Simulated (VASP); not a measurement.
Band structure of TiTe2 (space group P-3m1). Method: r2SCAN meta-GGA, VASP's PBE PAW potentials (set 64) (plane waves; VASP).

Unless said otherwise, spin-orbit coupling is left out, though it shifts the bands of the heavy elements here.

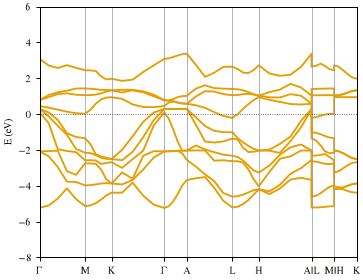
Figure. Bands along high-symmetry lines, zero at the valence-band maximum or, without a gap, the Fermi level

Question: Read the plot: is there a gap, and where are the band edges?

Answer: It has no gap at this level: it comes out as a metal or semimetal.

The structure comes from a computed database's TiTe2 entry (P-3m1); how it stands against other phases isn't given here. It was relaxed first.
